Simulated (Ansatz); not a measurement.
**Errors in the atomisation enthalpy at 298 K**

10 molecules holding Si, Ge, B, Al, Ga, P or As; the atomisation enthalpy at 298 K in kJ/mol, computed less measured. Shapes, held fixed at every level: PBE0-D4/def2-TZVP. Thermal terms are harmonic and unscaled (PBE0-D4/def2-TZVP); the spin-orbit lowering of the free atoms is taken from their spectra. Programs: Ansatz 0.2.0. Measured values: CRC Handbook of Chemistry and Physics, NIST-JANAF tables.

Levels: A = PBE-D4/def2-TZVPP; B = B2PLYP/def2-TZVPP; C = CCSD(T)/def2-SVP.

```json
{"molecule": "BCl3 (boron trichloride)", "from tabulated heats": "1337", "A": "+64", "B": "-21", "C": "-65"}
{"molecule": "BHF2 (SMILES FBF)", "from tabulated heats": "1681", "A": "+36", "B": "-5", "C": "-65"}
{"molecule": "B(OH)O", "from tabulated heats": "1847", "A": "+54", "B": "-20", "C": "-109"}
{"molecule": "SiH2Br2 (dibromosilane)", "from tabulated heats": "1300", "A": "-1", "B": "-26", "C": "-114"}
{"molecule": "SiHBr3 (SMILES Br[SiH](Br)Br)", "from tabulated heats": "1205", "A": "+119", "B": "+63", "C": "-36"}
{"molecule": "GeCl4 (germanium tetrachloride)", "from tabulated heats": "1353", "A": "+55", "B": "-29", "C": "-129"}
{"molecule": "GeI4 (germanium tetraiodide)", "from tabulated heats": "856", "A": "+61", "B": "-32", "C": "-129"}
{"molecule": "SiH3I (SMILES [SiH3]I)", "from tabulated heats": "1213", "A": "-16", "B": "-16", "C": "-92"}
{"molecule": "SiH4 (silane)", "from tabulated heats": "1288", "A": "-31", "B": "-5", "C": "-65"}
{"molecule": "SiHI3 (triiodosilane)", "from tabulated heats": "1063", "A": "+28", "B": "-38", "C": "-146"}
```

Q: Which level does best on this set, which worst, and which err to one side?

A: 
| level | kind | mean error | mean absolute error | worst case |
| --- | --- | --- | --- | --- |
| PBE-D4/def2-TZVPP | GGA | +36.9 | 46.5 | SiHBr3 |
| B2PLYP/def2-TZVPP | double hybrid | -12.9 | 25.5 | SiHBr3 |
| CCSD(T)/def2-SVP | coupled cluster or CI | -95.0 | 95.0 | SiHI3 |

On this set B2PLYP/def2-TZVPP has the smallest mean absolute error and CCSD(T)/def2-SVP the largest. PBE-D4/def2-TZVPP is too high in 7 of 10; B2PLYP/def2-TZVPP is too low in 9 of 10; CCSD(T)/def2-SVP is too low in 10 of 10. The heats of GeCl4, GeI4 come from older tables and can be uncertain by 10 kJ/mol or more. The molecules' own spin-orbit binding is left out, so errors for heavy halides read too negative. The tabulated values of BCl3, BHF2, B(OH)O, SiH2Br2, SiHBr3, SiH3I, SiHI3 are in doubt (older tables, estimates, or at odds with other calculations) and kept here. Over the 3 molecules whose values aren't doubted the mean absolute errors are A 49.0; B 22.0; C 107.7. Correlated wave functions converge slowly with the basis. For atoms past krypton def2 sets carry core potentials with scalar relativity. Relativity is left out for Br, Ge. Outer-core shells of Br, Ge, I are correlated in most correlated rows, in sets that cover them unevenly. The set is small.

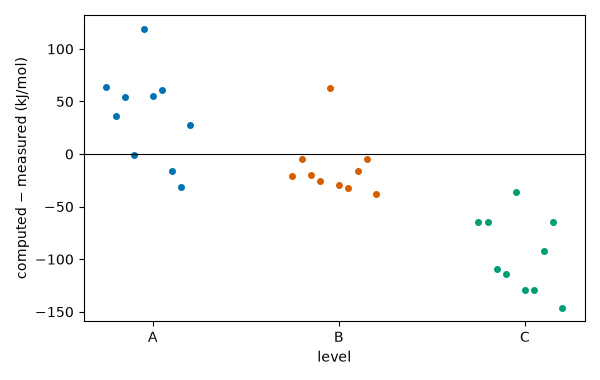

Errors of each level, one point a molecule.
